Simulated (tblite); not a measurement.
Run report: C6H16Si2, geometry relaxation (part 2 of 2)

The same run, continued: C6H16Si2, SMILES C=C[Si@@H](C)[Si@H](C)CC; GFN2-xTB geometry optimisation, gas phase (tblite 0.8.0). 

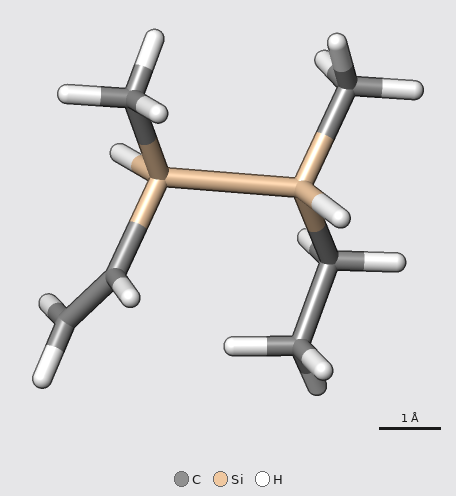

Figure 1. The geometry at step 115 of the log (stick view, seen at a tilt).

**Trajectory as extended XYZ, continued**
```
24
Properties=species:S:1:pos:R:3:forces:R:3 step=72 energy=-663.66809
C    -1.6827    0.9760   -2.6411    0.0020  -0.0010   0.0050
C    -1.4167   -0.0318   -1.8250   -0.0020  -0.0050  -0.0030
Si   -1.2896    0.0782    0.0585   -0.0250   0.0080  -0.0030
C    -2.6282   -1.0904    0.7565    0.0000  -0.0020   0.0000
Si    0.8254   -0.5454    0.8249   -0.0020   0.0040   0.0030
C     0.8688   -0.6296    2.7296   -0.0030   0.0000   0.0070
C     2.1617    0.7056    0.2715    0.0040  -0.0040  -0.0130
C     2.3412    0.7292   -1.2411   -0.0020   0.0000   0.0000
H    -1.8586    1.9732   -2.2702    0.0170  -0.0090   0.0130
H    -1.7425    0.8623   -3.7141    0.0050  -0.0030   0.0100
H    -1.2539   -1.0091   -2.2671    0.0120   0.0010   0.0020
H    -1.6868    1.4547    0.4248    0.0020   0.0080   0.0030
H    -2.6631   -1.0513    1.8412    0.0180   0.0100  -0.0050
H    -3.6164   -0.8305    0.3875    0.0050  -0.0090  -0.0010
H    -2.4326   -2.1211    0.4742   -0.0060   0.0000   0.0000
H     1.2660   -1.8752    0.3422    0.0010   0.0020   0.0000
H     0.1683   -1.3708    3.1011   -0.0030  -0.0060  -0.0030
H     1.8540   -0.8977    3.0999   -0.0010  -0.0020  -0.0010
H     0.6009    0.3231    3.1770   -0.0020   0.0080  -0.0080
H     1.8959    1.7085    0.6125    0.0010  -0.0140  -0.0030
H     3.1202    0.4673    0.7367   -0.0070   0.0020   0.0020
H     2.6573   -0.2479   -1.6004   -0.0120   0.0120  -0.0050
H     3.0950    1.4580   -1.5374   -0.0140  -0.0030   0.0040
H     1.4047    0.9845   -1.7342    0.0140   0.0010  -0.0050
24
Properties=species:S:1:pos:R:3:forces:R:3 step=86 energy=-663.67022
C    -1.6004    0.9725   -2.6282    0.0010   0.0060  -0.0150
C    -1.4018   -0.0558   -1.8194   -0.0070   0.0040   0.0130
Si   -1.2988    0.0595    0.0636    0.0050  -0.0100   0.0100
C    -2.6437   -1.1047    0.7546    0.0040   0.0000   0.0070
Si    0.8200   -0.5482    0.8322   -0.0010  -0.0070   0.0060
C     0.8747   -0.6135    2.7378   -0.0030   0.0000  -0.0040
C     2.1578    0.6932    0.2599   -0.0090  -0.0100   0.0040
C     2.2858    0.7550   -1.2563    0.0040   0.0020  -0.0090
H    -1.7283    1.9711   -2.2428    0.0030   0.0130  -0.0030
H    -1.6482    0.8786   -3.7029    0.0070  -0.0120  -0.0120
H    -1.2792   -1.0380   -2.2626    0.0030   0.0060  -0.0070
H    -1.6963    1.4387    0.4187   -0.0050   0.0070   0.0070
H    -2.6822   -1.0539    1.8384   -0.0010  -0.0050   0.0070
H    -3.6295   -0.8467    0.3780    0.0060   0.0000   0.0030
H    -2.4499   -2.1385    0.4827    0.0090   0.0050   0.0010
H     1.2561   -1.8816    0.3553    0.0040  -0.0010   0.0060
H     0.1792   -1.3542    3.1199    0.0000  -0.0010  -0.0010
H     1.8633   -0.8741    3.1047   -0.0060  -0.0020  -0.0020
H     0.6057    0.3429    3.1772   -0.0020  -0.0010  -0.0090
H     1.9251    1.6912    0.6364   -0.0090  -0.0030  -0.0020
H     3.1263    0.4242    0.6857    0.0050   0.0020   0.0000
H     2.5694   -0.2158   -1.6555   -0.0030  -0.0210   0.0020
H     3.0430    1.4766   -1.5584    0.0080   0.0160   0.0010
H     1.3401    1.0413   -1.7116   -0.0130   0.0110  -0.0030
24
Properties=species:S:1:pos:R:3:forces:R:3 step=101 energy=-663.67133
C    -1.5599    0.9768   -2.6295    0.0000  -0.0020   0.0010
C    -1.3960   -0.0518   -1.8126   -0.0050   0.0030  -0.0060
Si   -1.3028    0.0579    0.0718    0.0130  -0.0020  -0.0160
C    -2.6408   -1.1115    0.7652    0.0010   0.0000   0.0010
Si    0.8169   -0.5606    0.8302    0.0010   0.0060  -0.0030
C     0.8697   -0.6104    2.7357   -0.0020   0.0010  -0.0020
C     2.1483    0.6840    0.2507    0.0020  -0.0010   0.0040
C     2.2608    0.7656   -1.2663   -0.0010  -0.0020   0.0040
H    -1.6732    1.9811   -2.2531    0.0030  -0.0030  -0.0040
H    -1.5917    0.8749   -3.7045    0.0020   0.0010   0.0050
H    -1.2858   -1.0364   -2.2544   -0.0020   0.0020   0.0060
H    -1.7032    1.4354    0.4316    0.0020   0.0010   0.0060
H    -2.6796   -1.0610    1.8490    0.0020   0.0000   0.0070
H    -3.6277   -0.8588    0.3888   -0.0060  -0.0030   0.0000
H    -2.4406   -2.1440    0.4940    0.0030  -0.0040  -0.0030
H     1.2578   -1.8971    0.3663   -0.0060   0.0060  -0.0040
H     0.1739   -1.3477    3.1235    0.0000  -0.0020   0.0010
H     1.8576   -0.8665    3.1066   -0.0020  -0.0010   0.0020
H     0.5986    0.3504    3.1636    0.0000   0.0000   0.0030
H     1.9183    1.6772    0.6416   -0.0010  -0.0010  -0.0050
H     3.1221    0.4120    0.6626    0.0000  -0.0020   0.0000
H     2.5256   -0.2038   -1.6825   -0.0010  -0.0030   0.0050
H     3.0257    1.4814   -1.5643   -0.0040   0.0020  -0.0030
H     1.3142    1.0726   -1.7067    0.0010   0.0030   0.0000
24
Properties=species:S:1:pos:R:3:forces:R:3 step=115 energy=-663.67153
C    -1.5479    0.9776   -2.6326   -0.0060   0.0010   0.0010
C    -1.3981   -0.0512   -1.8135   -0.0020   0.0000   0.0010
Si   -1.3036    0.0583    0.0707   -0.0030   0.0040   0.0040
C    -2.6377   -1.1145    0.7671    0.0020   0.0000  -0.0010
Si    0.8153   -0.5578    0.8308   -0.0020  -0.0010   0.0010
C     0.8675   -0.6092    2.7363   -0.0010  -0.0010   0.0010
C     2.1478    0.6843    0.2504    0.0020   0.0020   0.0010
C     2.2531    0.7669   -1.2670    0.0010   0.0010   0.0010
H    -1.6523    1.9836   -2.2589    0.0050   0.0040   0.0010
H    -1.5779    0.8738   -3.7073    0.0010   0.0000  -0.0010
H    -1.2972   -1.0374   -2.2535   -0.0020  -0.0030   0.0040
H    -1.7012    1.4346    0.4393   -0.0040  -0.0020  -0.0080
H    -2.6730   -1.0641    1.8512    0.0020   0.0000  -0.0020
H    -3.6272   -0.8663    0.3940    0.0030  -0.0010   0.0010
H    -2.4339   -2.1464    0.4953    0.0000   0.0000   0.0000
H     1.2507   -1.8942    0.3627    0.0030  -0.0010   0.0010
H     0.1719   -1.3469    3.1237   -0.0010  -0.0020  -0.0020
H     1.8552   -0.8656    3.1079    0.0000   0.0000   0.0000
H     0.5959    0.3510    3.1654    0.0010   0.0000   0.0000
H     1.9221    1.6776    0.6432   -0.0040   0.0040  -0.0020
H     3.1225    0.4098    0.6582    0.0030  -0.0060  -0.0010
H     2.5114   -0.2034   -1.6853   -0.0020   0.0020   0.0040
H     3.0190    1.4801   -1.5686    0.0000  -0.0010  -0.0020
H     1.3056    1.0790   -1.7018    0.0020  -0.0010  -0.0010
24
Properties=species:S:1:pos:R:3:forces:R:3 step=130 energy=-663.67172
C    -1.5406    0.9790   -2.6352   -0.0010   0.0000  -0.0010
C    -1.4046   -0.0494   -1.8132   -0.0020  -0.0010  -0.0020
Si   -1.3059    0.0644    0.0702   -0.0020  -0.0030  -0.0010
C    -2.6296   -1.1174    0.7704   -0.0020  -0.0020   0.0020
Si    0.8127   -0.5515    0.8311    0.0090  -0.0010   0.0040
C     0.8628   -0.6107    2.7365   -0.0020   0.0000   0.0000
C     2.1482    0.6876    0.2508    0.0010   0.0010  -0.0030
C     2.2509    0.7665   -1.2669    0.0010   0.0010  -0.0010
H    -1.6284    1.9879   -2.2643    0.0030  -0.0010  -0.0010
H    -1.5734    0.8723   -3.7095   -0.0010   0.0010   0.0000
H    -1.3196   -1.0387   -2.2497   -0.0010   0.0000   0.0000
H    -1.7123    1.4391    0.4332    0.0000   0.0020   0.0020
H    -2.6586   -1.0701    1.8548   -0.0010  -0.0010   0.0010
H    -3.6229   -0.8748    0.4040    0.0000   0.0010   0.0000
H    -2.4206   -2.1471    0.4946   -0.0010  -0.0010   0.0000
H     1.2486   -1.8872    0.3609   -0.0010  -0.0010   0.0000
H     0.1660   -1.3502    3.1185    0.0000   0.0000   0.0000
H     1.8496   -0.8696    3.1089   -0.0030   0.0020  -0.0030
H     0.5907    0.3476    3.1696    0.0020  -0.0010   0.0010
H     1.9256    1.6823    0.6421    0.0020  -0.0010  -0.0010
H     3.1227    0.4096    0.6569   -0.0030   0.0010   0.0030
H     2.5042   -0.2062   -1.6827   -0.0010   0.0010   0.0000
H     3.0191    1.4754   -1.5731    0.0010   0.0010   0.0030
H     1.3037    1.0811   -1.7004    0.0020  -0.0010  -0.0030
24
Properties=species:S:1:pos:R:3:forces:R:3 step=144 energy=-663.67180
C    -1.5364    0.9793   -2.6360    0.0020  -0.0040   0.0020
C    -1.4116   -0.0503   -1.8136   -0.0030   0.0000   0.0030
Si   -1.3079    0.0626    0.0699    0.0030   0.0000  -0.0010
C    -2.6288   -1.1207    0.7733    0.0010   0.0020  -0.0020
Si    0.8125   -0.5492    0.8301   -0.0030  -0.0010  -0.0040
C     0.8600   -0.6101    2.7356    0.0010   0.0000  -0.0010
C     2.1481    0.6897    0.2493    0.0000  -0.0010   0.0010
C     2.2547    0.7685   -1.2682    0.0010   0.0010   0.0000
H    -1.6087    1.9897   -2.2658    0.0000  -0.0030  -0.0010
H    -1.5745    0.8720   -3.7102    0.0020   0.0020   0.0020
H    -1.3412   -1.0411   -2.2493   -0.0020   0.0020  -0.0010
H    -1.7143    1.4370    0.4348   -0.0010   0.0000   0.0000
H    -2.6549   -1.0742    1.8579   -0.0010   0.0000  -0.0010
H    -3.6229   -0.8780    0.4095   -0.0020  -0.0010   0.0010
H    -2.4203   -2.1504    0.4965    0.0000   0.0010   0.0000
H     1.2478   -1.8860    0.3626    0.0020  -0.0010  -0.0040
H     0.1627   -1.3501    3.1155   -0.0010  -0.0010  -0.0010
H     1.8464   -0.8706    3.1075    0.0020   0.0020   0.0030
H     0.5882    0.3471    3.1711    0.0020   0.0020  -0.0020
H     1.9251    1.6849    0.6391   -0.0010  -0.0010   0.0020
H     3.1217    0.4121    0.6577    0.0000   0.0010   0.0030
H     2.5074   -0.2042   -1.6841   -0.0020  -0.0020   0.0020
H     3.0253    1.4760   -1.5709    0.0030   0.0030  -0.0010
H     1.3098    1.0855   -1.7048   -0.0020  -0.0020   0.0000
24
Properties=species:S:1:pos:R:3:forces:R:3 step=159 energy=-663.67192
C    -1.5245    0.9781   -2.6345    0.0000   0.0010   0.0010
C    -1.4253   -0.0544   -1.8122    0.0000   0.0000  -0.0020
Si   -1.3112    0.0587    0.0703   -0.0040   0.0020   0.0000
C    -2.6293   -1.1253    0.7777    0.0000  -0.0010   0.0000
Si    0.8122   -0.5500    0.8244    0.0000  -0.0010   0.0030
C     0.8578   -0.6078    2.7301    0.0000  -0.0010   0.0000
C     2.1471    0.6922    0.2491    0.0010   0.0010  -0.0010
C     2.2588    0.7726   -1.2680    0.0000   0.0000   0.0000
H    -1.5694    1.9898   -2.2638    0.0010   0.0000  -0.0010
H    -1.5685    0.8727   -3.7085    0.0000  -0.0010   0.0000
H    -1.3831   -1.0467   -2.2480    0.0000   0.0000   0.0000
H    -1.7167    1.4329    0.4376    0.0000  -0.0010  -0.0010
H    -2.6518   -1.0802    1.8623    0.0010   0.0010   0.0000
H    -3.6252   -0.8835    0.4179    0.0010   0.0020   0.0000
H    -2.4208   -2.1543    0.4988    0.0000  -0.0010   0.0010
H     1.2508   -1.8850    0.3548    0.0010   0.0000  -0.0010
H     0.1593   -1.3463    3.1108    0.0010   0.0010   0.0010
H     1.8434   -0.8672    3.1050   -0.0010   0.0010  -0.0010
H     0.5856    0.3512    3.1618    0.0010  -0.0020   0.0000
H     1.9213    1.6864    0.6396   -0.0010   0.0000   0.0000
H     3.1197    0.4158    0.6607    0.0000   0.0000   0.0010
H     2.5103   -0.2006   -1.6837    0.0000   0.0010   0.0000
H     3.0322    1.4785   -1.5676   -0.0020   0.0010  -0.0010
H     1.3158    1.0920   -1.7071    0.0010  -0.0030   0.0000
```

The run was set up as follows.

**The input**
```
{"job": {"xc": "GFN2-xTB", "basis": "xTB", "kind": "relax"}, "charge": 0, "multiplicity": 1}
C     -1.731300     0.982000    -2.598100
C     -1.367400    -0.007100    -1.796100
Si    -1.297600     0.061100     0.054200
C     -2.549800    -1.070100     0.806400
Si     0.816600    -0.551700     0.804800
C      0.763100    -0.640100     2.648500
C      2.088800     0.707200     0.221000
C      2.422800     0.707900    -1.258000
H     -2.048400     1.953000    -2.221800
H     -1.748400     0.847300    -3.670800
H     -1.063800    -0.966100    -2.213500
H     -1.576400     1.455000     0.498200
H     -2.529000    -1.018000     1.917700
H     -3.559700    -0.821800     0.492400
H     -2.368300    -2.109800     0.532600
H      1.157600    -1.890800     0.265000
H      0.040800    -1.377200     2.997600
H      1.744500    -0.931200     3.051300
H      0.498600     0.329800     3.095600
H      1.761900     1.709500     0.521400
H      3.013000     0.520900     0.781300
H      2.770900    -0.275900    -1.592400
H      3.210500     1.442000    -1.460200
H      1.539500     0.963900    -1.869600
```

The first line tells a small driver script what to run in tblite; the rest is the geometry in Å.

Command:
```bash
OMP_NUM_THREADS=1 python <driver script> task.json out
```

**Key numbers**

- outcome: converged
- total energy: −663.6719 eV
- hardware: 1 CPU thread, shared host
- wall time: 1.6 s
- peak memory: 0.83 GiB
